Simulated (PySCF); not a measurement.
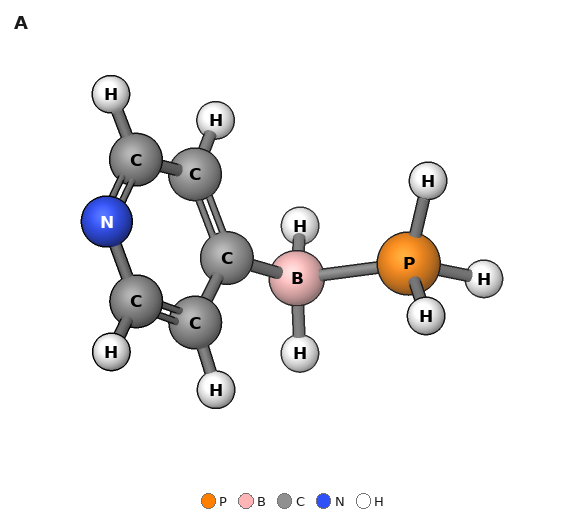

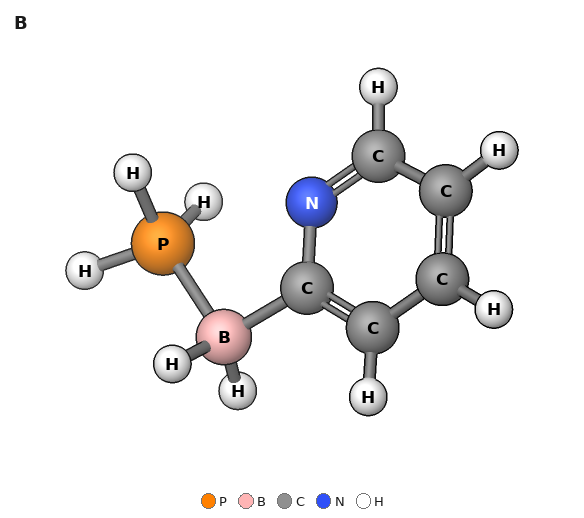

2 stationary structures of one formula. Geometries: PBE0-D3(BJ)/def2-SVP. Electronic energies: PBE0-D3(BJ)/def2-SVP (PySCF 2.14.0), without zero-point energy. No frequency run is at hand to confirm each as a minimum. Each is one conformer, not always the lowest.

> Are they conformers, stereoisomers or constitutional isomers?

They are constitutional isomers of C5H9BNP: A `[PH3+][BH2-]c1ccncc1`, B `[PH3+][BH2-]c1ccccn1`.

> Which is lowest in energy, and by how much?

B is lowest; A lies 4.2 kcal/mol above it.
